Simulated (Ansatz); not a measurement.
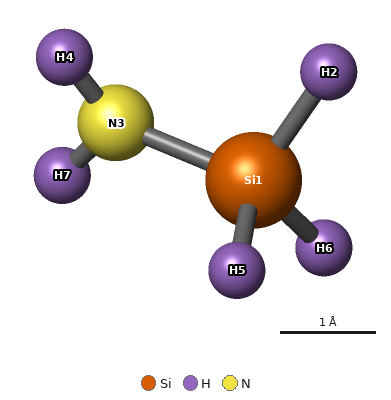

Figure 1. The starting structure (ball-and-stick view, seen at a tilt; atoms are numbered from 1 in the order of the input). Bond lengths as drawn: H–N 0.99 Å, H–Si 1.48 Å and N–Si 1.71 Å.

Run report: SiNH$_{5}$, nudged elastic band

System: SiNH$_{5}$.
Method: RHF/def2-TZVP (Ansatz 0.2.0).

The run did not end well. One setting was made poor on purpose. It belongs to a series of runs on one base structure; here: band between the two ends.

## The program's output
```
Engine: ansatz 0.2.0, x86_64-unknown-linux-gnu
Functional definition: HF
  exchange = exact_x
  correlation = 0
710 factors; their error is unknown
mean field evaluation 1: about -9422.0460 eV, gradient 3.3e1 eV
mean field evaluation 2: about -9423.7970 eV, gradient 1.8e1 eV
mean field evaluation 4: about -9424.4506 eV, gradient 2.7e-1 eV
mean field evaluation 8: about -9424.6253 eV, gradient 4.2e-1 eV
mean field -9424.62545537 eV, -346.3485972444 hartree, gradient 1.4e-5 eV, S^2 0.000000; 0 other end points of the search recorded, 0 dependent functions left out
the calculation of the forces begins
reference -9424.62545537 eV, -346.3485972444 hartree; 13, 13 occupied and 85, 85 virtual orbitals, 710 factors
710 factors; their error is unknown
mean field evaluation 16: about -9418.9107 eV, gradient 3.6e1 eV
mean field -9421.84044146 eV, -346.2462498709 hartree, gradient 1.8e-5 eV, S^2 0.000000; 0 other end points of the search recorded, 0 dependent functions left out
[... from here on the field's lines of each further geometry are left out, up to the last ...]
NEB iter   1: max|band force component| = 3.720e0 eV/Å  barrier→ = 4.5993 eV  barrier← = 1.8143 eV  Δτ_max = 0.2000 Å  (232 SCF iters)
NEB iter   2: max|band force component| = 1.593e0 eV/Å  barrier→ = 4.6780 eV  barrier← = 1.8930 eV  Δτ_max = 0.2000 Å  (179 SCF iters)
the calculation of the forces begins
reference -9421.66436802 eV, -346.2397792912 hartree; 13, 13 occupied and 85, 85 virtual orbitals, 710 factors
these checks for a lower state are left out or cut short: starts, cluster_reference, orbital_swaps, neighbouring_geometries, increment
710 factors; their error is unknown
mean field -9421.80878267 eV, -346.2450864317 hartree, gradient 2.1e-5 eV, S^2 0.000000; 0 other end points of the search recorded, 0 dependent functions left out
the calculation of the forces begins
reference -9421.80878267 eV, -346.2450864317 hartree; 13, 13 occupied and 85, 85 virtual orbitals, 710 factors
NEB iter   3: max|band force component| = 2.418e0 eV/Å  barrier→ = 4.5832 eV  barrier← = 1.7982 eV  Δτ_max = 0.1012 Å  (179 SCF iters)
```

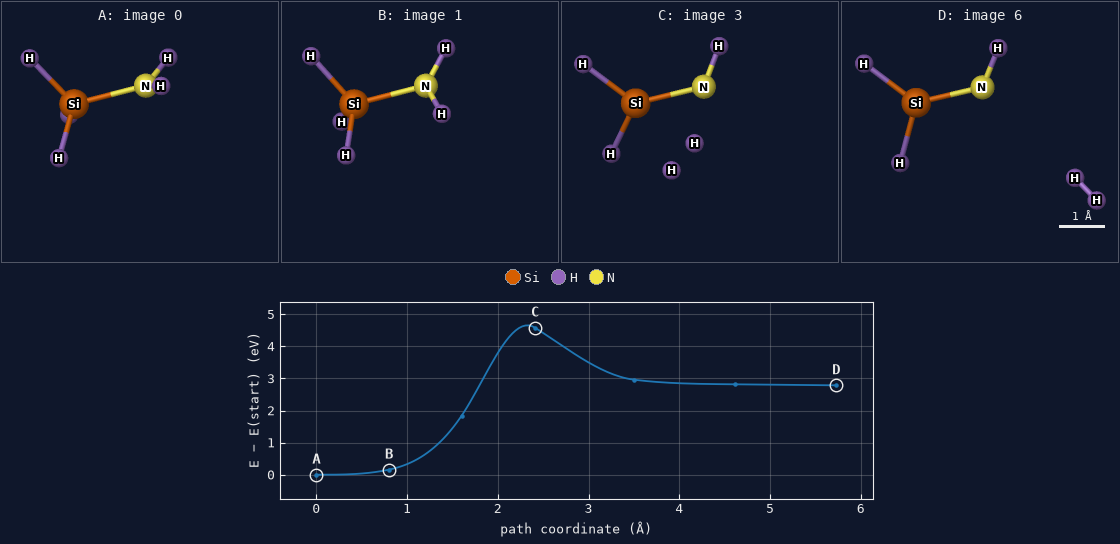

Figure 2. Images of the last band (counted from 0; ball-and-stick, seen at a tilt) above the energy along the path; the line is a cubic interpolation that uses the forces. The highest image is number 3, 4.583 eV above the start and 1.798 eV above the end; the end lies 2.785 eV above the start. The path is 5.73 Å long. The band had not converged after 3 iterations.

```
Unfinished report: {"positions_ang":[[-0.6508026479354577,-0.1312429816943826,-0.16779995423263205],[0.9086496704739561,-0.5552127464898859,1.3994772580343644],[0.7566168129990356,0.48732815278693253,-0.6667730489570569],[1.1093403884829203,-0.21829691425520437,0.5871500816450012],[-1.9126882658590802,0.6453255726921131,0.06419802426217511],[-1.0464849316454978,-1.525005238511814,-0.001127369267794387],[0.8353689834841243,1.2973021554722415,-1.2151239914840575]],"unchecked":["starts","cluster_reference","orbital_swaps","neighbouring_geometries","increment"],"mean_field":{"relativity":"none","state":{"energy":{"ev":-9420.042227389644,"hartree":-346.18016672261666},"converged":true,"gradient_ev":0.000019337410971871512,"stability":{"kind":"minimum","curvature_ev":19.28752829798745},"curvature_floor_ev":0.00030000000000000003,"spin_squared":-3.197442310920451e-14},"others":[],"fillings":{"estimated":0,"unestimated":0,"tried":0,"untried":0,"excluded_magnetic_sites":0},"n_dropped_functions":0,"n_trapped_functions":0,"passes":{"evaluations":5,"products":32},"factors":{"origin":"density fitting in generated functions","count":710,"bound_ev":null},"gradient_stop_ev":0.00009,"reference_kind":"stationary","symmetry":{"irreps":["A"],"axes":[[0.999754144671426,0.01706789808675837,-0.014154047732202565],[-0.01740881353330085,0.9995525564705849,-0.024323241241269302],[0.013732567992484138,0.0245636664205133,0.9996039430035846]],"occupied":[{"A":13},{"A":13}]},"density_repulsion":{"missed_ev":0.000026802549075740724,"excess_ev":0.000026802549075740724,"most_excess_ev":0.000338,"are_drawn_again":false,"n_first_factors":710,"energy_change_ev":0.0,"n_dropped_ends":0},"direct_passes":"host"},"factors":{"origin":"density fitting in generated functions","count":710,"bound_ev":null},"n_frozen":0,"n_occupied":[13,13],"n_virtual":[85,85],"reference":{"ev":-9420.042227389644,"hartree":-346.18016672261666},"total":{"ev":-9420.042227389644,"hartree":-346.18016672261666},"forces_ev_per_angstrom":[[0.33574318224392435,0.9481942749452795,-0.33988800773442623],[0.20112870156769327,0.004384481098919649,-1.0462692354074723],[-1.7844626593543584,-0.5860654056008169,-0.7225415315510412],[0.3416671594340974,-0.7918368215470873,2.6819525886805953],[0.43128431499438635,-0.07886418878262516,-0.08794594521102395],[0.29332114336997245,-0.17494017270393328,0.02083549252914968],[0.18131815774475094,0.6791278325904416,-0.5061433613058216]],"charge_distribution":{"dipole_moment_e_ang":[-0.5975063328458714,0.03482651572962384,-0.06939535459846025],"mulliken_charges_e":[0.5444050082946248,-0.18460925978535547,-0.7510899403958966,0.21160421423696496,-0.035850792872168524,-0.004732652509771285,0.2202734230315666],"lowdin_charges_e":[-0.17552533014006855,0.002583015262697441,-0.05469171099037062,0.1766440438548319,0.006771576445232963,0.0035430300581742458,0.04067537550944289]},"n_threads":2,"memory_gib":2.556818182580173,"seconds":{"hamiltonian":0.284410182,"orbitals":0.0,"second_order":0.0,"solver_start":0.0,"cycles":0.0,"cycle":0.0,"perturbative":0.0,"full_ci_increment":0.0,"forces":0.0}}
this run last wrote the band of iteration 3 to [file]
Error: NEB band did not converge after 3 iterations: max|band force component| = 2.42e0 eV/Å (threshold 3.0e-2); raise `neb.max_iterations` in a new run, which can start from the last band evaluated (`neb.initial_path`, with `crystal.atoms` and `neb.final_atoms` set to its first and last images), add images, or start from endpoints closer to local minima. Where this run's directory can be resumed (`checkpoint.write`), a resume goes on for up to `neb.max_iterations` more; to start a new run from the last band, take its images' positions from the `neb_iteration` event of iteration 3 (`data.images[].positions_ang`), in the event stream of the run that computed that iteration (not this run's, if it was resumed behind it). With `checkpoint.write`, `steps/00-neb/state/checkpoint.json` in the run directory holds the last saved band, under `neb.evaluated.images[].positions_ang` (a band under a hybrid functional on support functions is neither saved nor resumed: `neb.initial_path` says where its path is): check the last entry of `neb.iterations` there, which is earlier than 3 if that iteration was not saved or its write failed. If the band's step has no `state` directory and holds `state.next`, a write was cut short, and the file is under `state.next` instead (behind a loss of power it can be under `state.prev`)
this run wrote the band of iteration 3 to [file] as well, whether or not its events were kept: a new run's `neb.initial_path` can list its `images[].positions_ang`
a run's events are kept only if it was started with --events-out <file>, and are in that file
```

## The last band as extended XYZ (Å, eV, eV/Å)
```
7
Properties=species:S:1:pos:R:3:forces:R:3 image=0 energy=-9424.62545
Si   -0.4998   -0.3330    0.2770    0.0067  -0.0132  -0.0164
H    -0.0711   -0.9566    1.5441   -0.0062   0.0081   0.0024
N     0.8606    0.4127   -0.4438    0.0072   0.0130   0.0091
H     1.4884    0.9705    0.0886   -0.0094  -0.0092  -0.0139
H    -1.6232    0.5816    0.5902    0.0044   0.0012   0.0061
H    -1.0137   -1.3556   -0.6549   -0.0010   0.0008   0.0011
H     0.8587    0.6807   -1.4012   -0.0017  -0.0007   0.0115
7
Properties=species:S:1:pos:R:3:forces:R:3 image=1 energy=-9424.46873
Si   -0.5203   -0.3118    0.2293   -0.2206   0.1772  -0.3376
H     0.0530   -0.7071    1.5120   -0.1485  -0.1768   0.4238
N     0.8133    0.4708   -0.4978   -0.8351  -0.8337   0.6761
H     1.5851    0.4442    0.1280    0.4970   0.6692  -0.7614
H    -1.7097    0.5624    0.3879    0.1110  -0.0135   0.0761
H    -1.0201   -1.5139   -0.4673    0.0680  -0.0398  -0.1008
H     0.7985    1.0556   -1.2921    0.5282   0.2174   0.0239
7
Properties=species:S:1:pos:R:3:forces:R:3 image=2 energy=-9422.78849
Si   -0.5818   -0.2332    0.1444    0.6090  -0.4794   1.5822
H     0.4623   -0.5736    1.3199   -2.5625  -0.2697   0.4413
N     0.7897    0.4764   -0.5144   -1.1888  -0.7066  -0.1882
H     1.3297    0.0751    0.2482    1.8011   2.1343  -2.0583
H    -1.8221    0.6101    0.1659    0.4859  -0.0565   0.4134
H    -1.0765   -1.5621   -0.1852   -0.1472  -0.3320  -0.6160
H     0.8987    1.2075   -1.1789    1.0026  -0.2901   0.4257
7
Properties=species:S:1:pos:R:3:forces:R:3 image=3 energy=-9420.04223
Si   -0.6508   -0.1312   -0.1678    0.3357   0.9482  -0.3399
H     0.9086   -0.5552    1.3995    0.2011   0.0044  -1.0463
N     0.7566    0.4873   -0.6668   -1.7845  -0.5861  -0.7225
H     1.1093   -0.2183    0.5871    0.3417  -0.7918   2.6820
H    -1.9127    0.6453    0.0642    0.4313  -0.0789  -0.0879
H    -1.0465   -1.5250   -0.0011    0.2933  -0.1749   0.0208
H     0.8354    1.2973   -1.2151    0.1813   0.6791  -0.5061
7
Properties=species:S:1:pos:R:3:forces:R:3 image=4 energy=-9421.66437
Si   -0.8840   -0.0946   -0.3933    0.1047   0.5073  -0.3026
H     1.4581   -0.6107    1.7563    0.1044  -0.1522   0.3515
N     0.4929    0.4516   -0.9220   -0.4082  -0.3692  -0.3055
H     1.4819   -0.3346    1.0800    0.1380   0.0168  -0.0286
H    -2.0761    0.7343   -0.1451   -0.1303  -0.1351  -0.0043
H    -1.1167   -1.5064   -0.0781    0.1513   0.0634   0.0906
H     0.6438    1.3605   -1.2979    0.0401   0.0692   0.1989
7
Properties=species:S:1:pos:R:3:forces:R:3 image=5 energy=-9421.80878
Si   -1.1119   -0.0440   -0.4888    0.2220   0.4339  -0.4680
H     2.1597   -0.6891    1.9638   -0.0271  -0.0003  -0.0288
N     0.2951    0.5071   -0.9128   -0.0479  -0.2997   0.2112
H     1.8338   -0.4812    1.3354    0.0633  -0.0057   0.0457
H    -2.3684    0.6974   -0.6271   -0.2459  -0.0440   0.1298
H    -1.3022   -1.4036   -0.0011    0.0674  -0.0905   0.1060
H     0.4939    1.4136   -1.2694   -0.0317   0.0064   0.0040
7
Properties=species:S:1:pos:R:3:forces:R:3 image=6 energy=-9421.84044
Si   -1.3358   -0.0203   -0.6000    0.0019   0.0001   0.0017
H     2.6858   -0.6691    1.9183    0.0014  -0.0003  -0.0003
N     0.1452    0.4866   -0.5738    0.0028   0.0046  -0.0020
H     2.2073   -0.4571    1.3999    0.0000  -0.0006  -0.0001
H    -2.5135    0.6213   -1.2115   -0.0012  -0.0021  -0.0024
H    -1.6820   -1.2875    0.0445   -0.0048  -0.0013   0.0012
H     0.4931    1.3263   -0.9775   -0.0002  -0.0004   0.0019
```

The run was set up as follows.

## Input file
```yaml
crystal:
  periodic: [false, false, false]
  atoms:
    - { symbol: Si, position_ang: [-0.499755, -0.332993, 0.276967] }
    - { symbol: H, position_ang: [-0.071083, -0.956592, 1.544123] }
    - { symbol: "N", position_ang: [0.860607, 0.412693, -0.44384] }
    - { symbol: H, position_ang: [1.48842, 0.97046, 0.088595] }
    - { symbol: H, position_ang: [-1.623228, 0.581576, 0.590216] }
    - { symbol: H, position_ang: [-1.013655, -1.355637, -0.654872] }
    - { symbol: H, position_ang: [0.858694, 0.680691, -1.401188] }
basis:
  gaussian: { orbitals: def2-TZVP }
hamiltonian:
  xc: hf
neb:
  order_check: false
  images: 5
  f_tol: 0.03
  max_iterations: 3
  final_atoms:
    - { symbol: Si, position_ang: [-1.33579839, -0.02029907, -0.60002897] }
    - { symbol: H, position_ang: [2.68576886, -0.6691166, 1.91828535] }
    - { symbol: "N", position_ang: [0.14523619, 0.48659946, -0.57375056] }
    - { symbol: H, position_ang: [2.20725272, -0.4570626, 1.39991859] }
    - { symbol: H, position_ang: [-2.51352266, 0.62133751, -1.21147666] }
    - { symbol: H, position_ang: [-1.68199085, -1.28754152, 0.04454774] }
    - { symbol: H, position_ang: [0.49305412, 1.32628083, -0.97749449] }
  initial_path:
    images:
      - { positions_ang: [[-0.499755, -0.332993, 0.276967], [-0.071083, -0.956592, 1.544123], [0.860607, 0.412693, -0.44384], [1.48842, 0.97046, 0.088595], [-1.623228, 0.581576, 0.590216], [-1.013655, -1.355637, -0.654872], [0.858694, 0.680691, -1.401188]] }
      - { positions_ang: [[-0.5442869, -0.27844053, 0.17550873], [0.17518494, -0.78786062, 1.46108927], [0.83230744, 0.45713433, -0.47021206], [1.39989725, 0.65418382, 0.27108794], [-1.69843726, 0.5698571, 0.51787834], [-1.04754783, -1.40975167, -0.55186236], [0.88288235, 0.79507557, -1.40348886]] }
      - { positions_ang: [[-0.5888188, -0.22388805, 0.07405045], [0.42145289, -0.61912924, 1.37805554], [0.80400789, 0.50157567, -0.49658412], [1.3113745, 0.33790764, 0.45358089], [-1.77364651, 0.5581382, 0.44554069], [-1.08144067, -1.46386635, -0.44885272], [0.9070707, 0.90946013, -1.40578973]] }
      - { positions_ang: [[-0.63335069, -0.16933558, -0.02740782], [0.66772083, -0.45039786, 1.29502181], [0.77570833, 0.546017, -0.52295618], [1.22285175, 0.02163146, 0.63607383], [-1.84885577, 0.5464193, 0.37320303], [-1.1153335, -1.51798102, -0.34584308], [0.93125906, 1.0238447, -1.40809059]] }
      - { positions_ang: [[-0.86749992, -0.11965674, -0.21828154], [1.34040351, -0.52330411, 1.50277632], [0.56555095, 0.52621116, -0.53988764], [1.55098541, -0.13793323, 0.89068875], [-2.0704114, 0.57139204, -0.15502353], [-1.30421929, -1.44116786, -0.21571281], [0.78519074, 1.12465674, -1.26455856]] }
      - { positions_ang: [[-1.10164916, -0.06997791, -0.40915526], [2.01308619, -0.59621035, 1.71053084], [0.35539357, 0.50640531, -0.5568191], [1.87911907, -0.29749792, 1.14530367], [-2.29196703, 0.59636477, -0.6832501], [-1.49310507, -1.36435469, -0.08558253], [0.63912243, 1.22546879, -1.12102652]] }
      - { positions_ang: [[-1.33579839, -0.02029907, -0.60002897], [2.68576886, -0.6691166, 1.91828535], [0.14523619, 0.48659946, -0.57375056], [2.20725272, -0.4570626, 1.39991859], [-2.51352266, 0.62133751, -1.21147666], [-1.68199085, -1.28754152, 0.04454774], [0.49305412, 1.32628083, -0.97749449]] }
```

Launch command:
```bash
ansatz run input.yaml --threads 2 --pin off --max-ram 3072MiB --backend cpu --events-out ev --progress --plain --runs-dir out
```

## What the run reported

| quantity | value |
| --- | --- |
| outcome | not converged |
| barrier, forward (band not converged) | 4.583 eV |
| barrier, backward | 1.798 eV |
| hardware | 2 threads of Intel Xeon (Granite Rapids), 16 GiB of memory available, shared host |
| wall time | 5.8 s (CPU time 9.7 s) |
| peak memory | 0.16 GiB |

## Diagnosis

The run did not converge: “NEB band did not converge after 3 iterations: max|band force component| = 2.42e0 eV/Å (threshold 3.0e-2); raise `neb.max_iterations` in a new run, which can start from the last band evaluated (`neb.initial_path`, with `crystal.atoms` and `neb.final_atoms` set to its first and last images), add images, or start from endpoints closer to local minima …” Its last values are not results. A deliberately poor setting: few iterations.
